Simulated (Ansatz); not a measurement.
## Response to strain in BP

The reference is BP in the zinc blende structure (space group F-43m, No. 216; a = 4.548 Å).

Strains are applied to the cell and any free atomic positions relax.

Level of theory: DFT with PBE, PAW potentials and a 420 eV plane-wave cutoff in Ansatz (a program for electronic structure), no SOC, earlier PAW set.

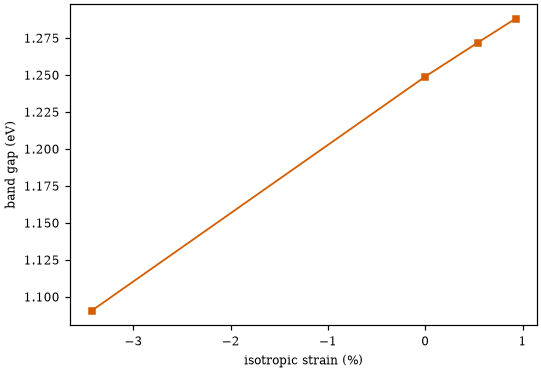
Fig. 1. Band gap against isotropic strain

| isotropic strain (%) | band gap |
|---|---|
| -3.43 | 1.09 eV |
| 0.54 | 1.27 eV |
| 0.93 | 1.29 eV |

Gaps are Kohn–Sham eigenvalue differences; semilocal functionals usually give less than the measured gap. No phonon test of stability was made.
